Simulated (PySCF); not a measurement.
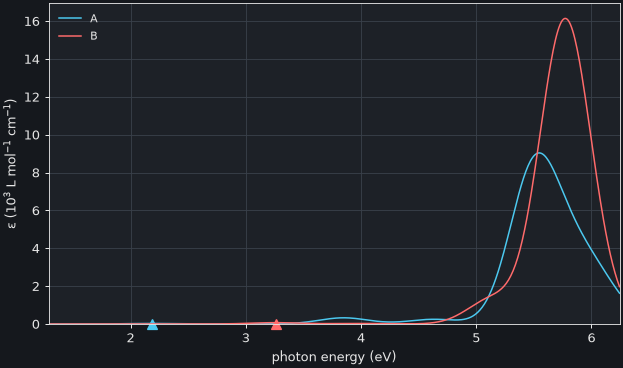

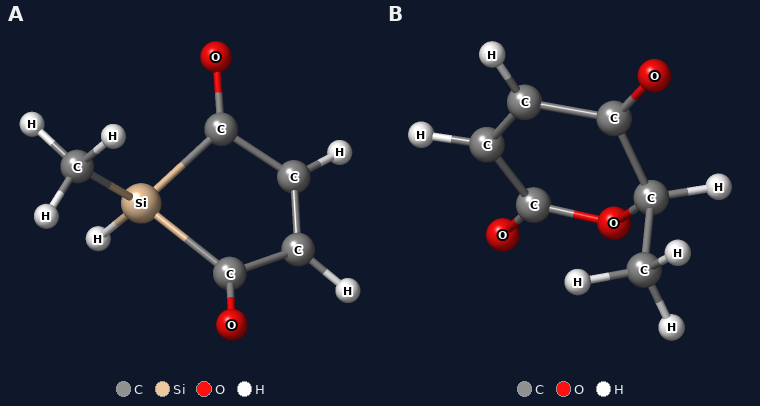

Related molecules: A is C₅H₆O₂Si, SMILES C[SiH]1C(=O)C=CC1=O; B is C₆H₆O₃, SMILES C[C@H]1OC(=O)C=CC1=O. Vertical TDDFT absorption, PBE0/def2-SVPD, PySCF, at a GFN2-xTB geometry (no frequency check); Gaussians of 1/e half-width 0.30 eV, triangles mark S1, and the range ends where the computed states of one molecule run out.

> How does the lowest singlet move?

A: 2.19 eV (f = 0.001, mainly HOMO → LUMO (97 %)); B: 3.26 eV (f = 0.001, mainly HOMO → LUMO (96 %)). From A to B it shifts 1.07 eV to the blue.

> And the brightest state of each within the range drawn?

A: S5 at 5.50 eV, f = 0.15; B: S4 at 5.74 eV, f = 0.23.

Caveats, for all or some of the runs: core orbitals are frozen in the response; the tight-binding geometry is rougher than a DFT one and adds to the error.
